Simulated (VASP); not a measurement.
Energy against volume of SrVO3 (cubic perovskite). Level of theory: MS2 meta-GGA, VASP's PBE PAW potentials (set 64) (plane waves; VASP).

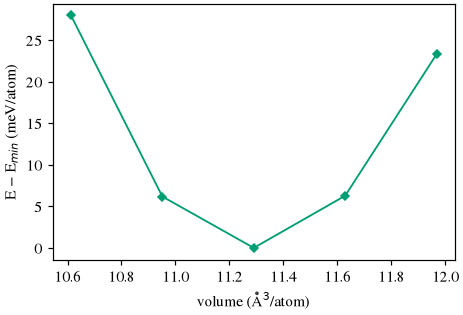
Figure: Energy against volume

Problem. Estimate the equilibrium volume and the bulk modulus.

Solution. The minimum lies near 11.3 Å³/atom, and the curvature gives B0 of about 200 GPa.

Measured: a 3.842 Å (computed value off by -0.2 %), as given by Samuel D. Marks et al., Physical Review Materials (2021), arXiv:2103.05797. The calculation is for a static lattice, while the measured a holds thermal and zero-point effects, which are part of the difference.

The compound is SrVO3 in the cubic perovskite structure. It was relaxed first. The run is not spin-polarised, so no magnetic state was tried.
